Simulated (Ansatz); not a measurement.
WH2Cl4: several calculations on one system

### Relaxation

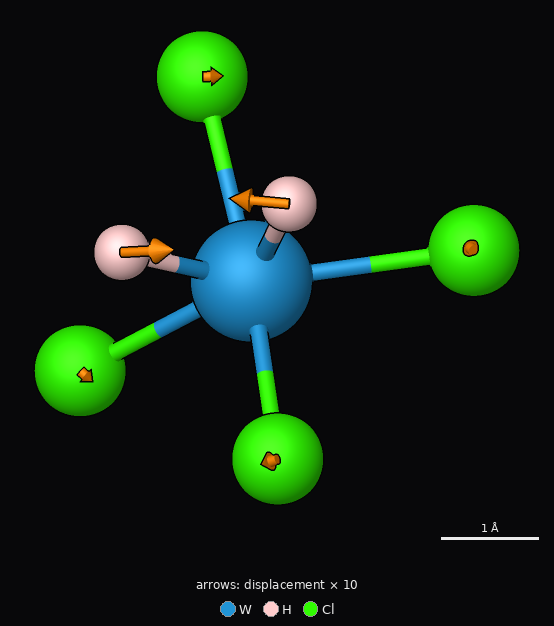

This is a relaxation of WH$_{2}$Cl$_{4}$. The starting structure is drawn; orange arrows show the displacements, magnified 10 times. The two geometries are superimposed by the best rigid fit.

A ball-and-stick model, seen at a tilt.

The run prepares an end point of a later path (reaction) calculation, from a guessed geometry.

These are results of RKS PBE-D4/def2-SVP in Ansatz, not measurements. (no spin polarisation; force threshold 0.03 eV/Å; at most 50 steps)

Question: Which element moves most?

Answer: Hydrogen: up to 0.065 Å, against 0.023 Å for chlorine.

Question: What happened in the run?

Answer: The energy falls by 2.90 kJ/mol in 1 accepted move (2 points after the start). The largest force component goes from 0.42 to 0.017 eV/Å. The line search rejected the trial step at point 1 of the run. The largest moves after the best rigid fit, 0.065 Å, are those of H atoms. Largest moves by element: H 0.065 Å, Cl 0.023 Å, W 0.006 Å. Some distances before and after: H–W 1.711 → 1.684 Å, Cl–W 2.288 → 2.282 Å, Cl–W 2.331 → 2.327 Å. Among the angles between lasting bonds that change: H–W–H 65.6° → 62.0°, H–W–Cl 77.3° → 79.6°.

### Relaxation

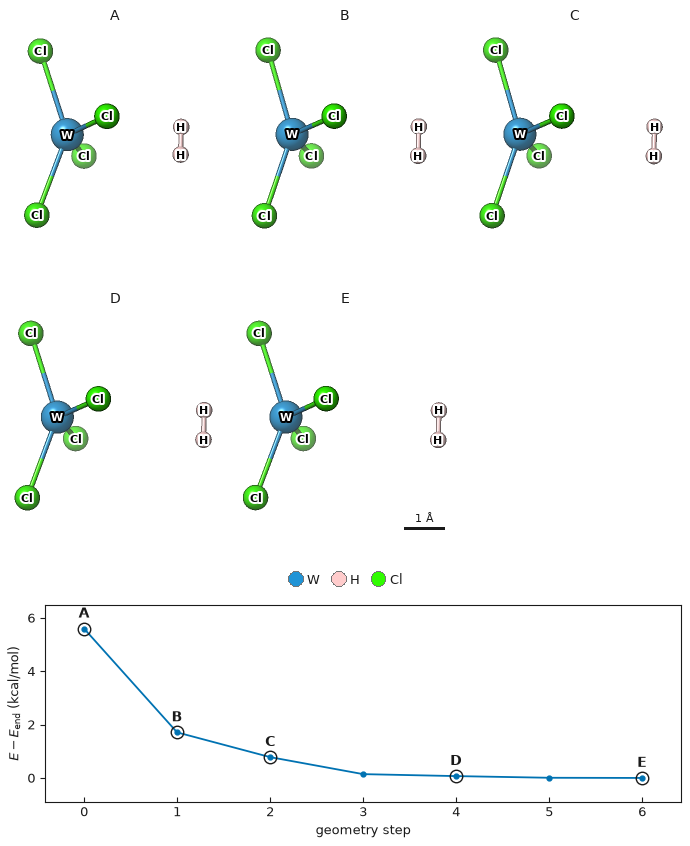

Frames of a relaxation of WH$_{2}$Cl$_{4}$, marked on the history of the run. Style: ball-and-stick. Shown at a tilt.

The run prepares an end point of a later path (reaction) calculation, from a guessed geometry.

Method: Ansatz 0.2.0, RKS PBE-D4/def2-SVP. (no spin polarisation; force threshold 0.03 eV/Å; at most 50 steps)

**Describe the path.**

The largest moves after the best rigid fit, 0.71 Å, are those of H atoms. Largest moves by element: H 0.71 Å, W 0.29 Å, Cl 0.29 Å. Some distances before and after: H–W 2.930 → 3.927 Å, H–H 0.719 → 0.768 Å, Cl–W 2.267 → 2.263 Å. After 6 geometry steps the energy has fallen by 5.60 kcal/mol. Largest force component: 1.5 eV/Å at the start, 0.015 eV/Å at the end. From step 0 to 1: H atoms move most (0.20 Å), energy −3.89 kcal/mol. From step 1 to 2: H atoms move most (0.15 Å), energy −0.93 kcal/mol. From step 2 to 4: H atoms move most (0.25 Å), energy −0.71 kcal/mol. From step 4 to 6: H atoms move most (0.12 Å), energy −0.07 kcal/mol.

Limits of the set-up: the start holds two separate molecules, 2.9 Å apart at their closest, whose relative position is a soft coordinate.

### Path

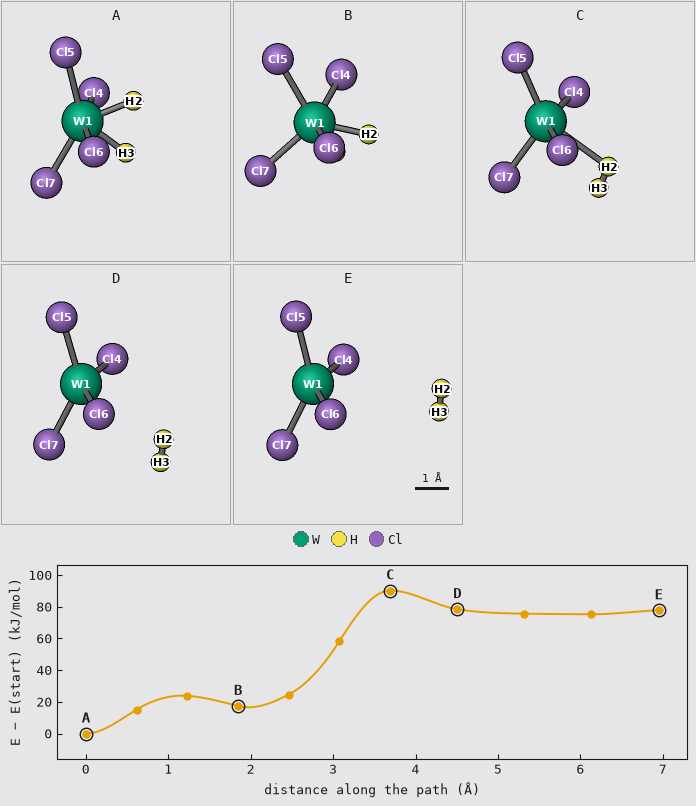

A nudged-elastic-band calculation for WH2Cl4. Images are numbered from 0 (start) to 10 (end). Frames A to E are images 0, 3, 6, 7, 10. The picture is a ball-and-stick view, seen from a free direction.

Level of theory: RKS PBE-D4/def2-SVP (Ansatz 0.2.0). Run with 9 movable images; climbing image; force threshold 0.05 eV/Å; iteration limit 60; starting path through a guess of the saddle point.

**Describe the mechanism and the energy profile.**

Forward barrier 90.3 kJ/mol, backward barrier 12.5 kJ/mol, with image 6 at the top; the reaction energy is +77.7 kJ/mol. The profile has 2 maxima (images 2, 6) with a dip at image 3 (+17.4 kJ/mol), so the process runs in steps. The path has more than one stage, and so few images may leave a stage unresolved. Breaking: W1–H2 (1.68 → 2.39 at the top → 3.93 Å), W1–H3 (1.68 → 2.70 at the top → 3.93 Å). Forming: H2–H3 (1.73 → 0.78 at the top → 0.77 Å). The band converged in 19 iterations. The largest component of the band force went from 2.6 to 0.039 eV/Å. The climbing image converged on the top of the path. Its vibrational analysis gives one imaginary mode (289i cm⁻¹), as a transition state must have.

The run took 5.1 min on 4 threads of Arm Neoverse V2, on a shared host, peak memory 0.27 GiB.
